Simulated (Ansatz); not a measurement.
## Electronic structure of CH₇NSi in real space

Input file:

```
crystal:
  periodic: [false, false, false]
  atoms:
    - { symbol: Si, position_ang: [0.378196, 0.41807, 0.095266] }
    - { symbol: H, position_ang: [1.685997, 0.204959, -0.478415] }
    - { symbol: "N", position_ang: [-0.266286, 0.729707, -1.47135] }
    - { symbol: H, position_ang: [0.605035, 0.839914, -1.980628] }
    - { symbol: H, position_ang: [0.40365, 1.573967, 1.042367] }
    - { symbol: C, position_ang: [-0.339247, -1.055294, 0.99268] }
    - { symbol: H, position_ang: [-0.991251, 1.374621, -1.747658] }
    - { symbol: H, position_ang: [0.22563, -1.272179, 1.90592] }
    - { symbol: H, position_ang: [-1.377982, -0.8702, 1.286596] }
    - { symbol: H, position_ang: [-0.323742, -1.943664, 0.35522] }
basis:
  gaussian: { orbitals: "6-31G*" }
hamiltonian:
  xc: cam_b3lyp
  dispersion: d4
relax:
  f_tol: 0.03
  max_steps: 50
output:
  orbitals: {}
```

Command:

```sh
ansatz run input.yaml --threads 2 --pin off --max-ram 3072MiB --backend cpu --events-out ev --progress --plain --runs-dir out
```

The fields are those of the relaxed geometry.

All numbers below come from RKS CAM-B3LYP-D4/6-31G* (Ansatz).

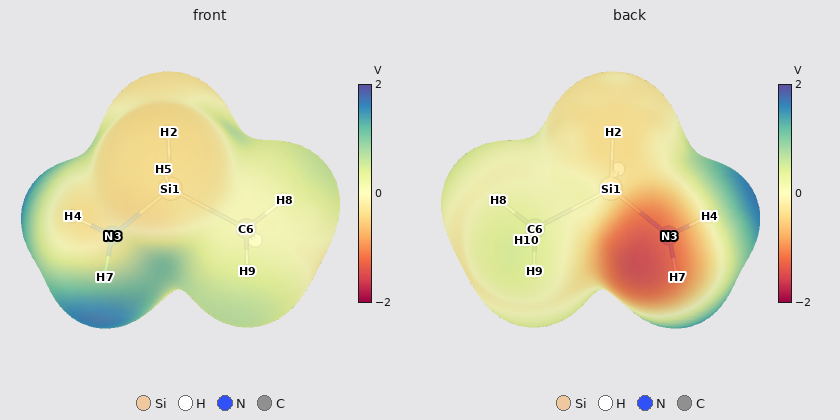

Figure 1. The molecular electrostatic potential painted on the density surface at 0.002 e/bohr³, seen from the front and from behind; red is negative and blue positive.

Question: Where is the surface potential most negative and most positive?

Answer: The most negative region (about −1.5 V) lies over N3, the most positive (about +1.7 V) over H4 and H7. N3 is the likeliest acceptor of a hydrogen bond.

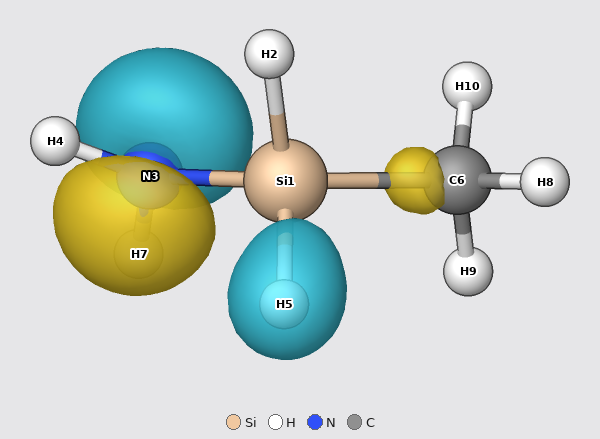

Figure 2. The HOMO at ±0.2 Å⁻³ᐟ² (yellow and cyan are the two phases), seen from one side.

Question: Describe this orbital and give its energy.

Answer: Its weight (Hirshfeld) is mainly on N3 (about 60 %), Si1 (about 15 %) and H5 (about 10 %). Its energy is −8.32 eV.

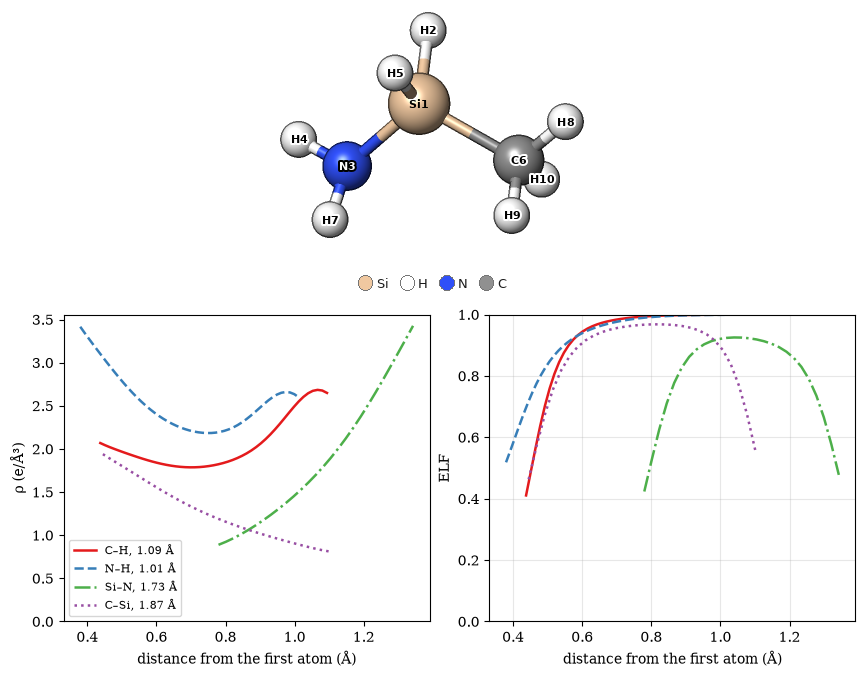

Figure 3. Total electron density and electron localisation function along straight lines between neighbouring atoms. The curves leave out the atomic cores. The structure is drawn too.

Question: What kind of bonding do the profiles show?

Answer: C–H (1.09 Å): ρ at the midpoint is about 1.9 e/Å³; the ELF climbs to about 1 towards the hydrogen, as it does in any bond to H: an ordinary covalent bond to hydrogen.
N–H (1.01 Å): ρ at the midpoint is about 2.8 e/Å³; the ELF climbs to about 1 towards the hydrogen; an ordinary covalent bond to hydrogen.
Si–N (1.73 Å): ρ is about 1.1 e/Å³ halfway; the ELF peaks at about 0.95 between the atoms; a polar covalent bond.
C–Si (1.87 Å): the density is about 0.98 e/Å³ at the midpoint; the ELF peaks at about 0.95 between the atoms: a covalent bond.
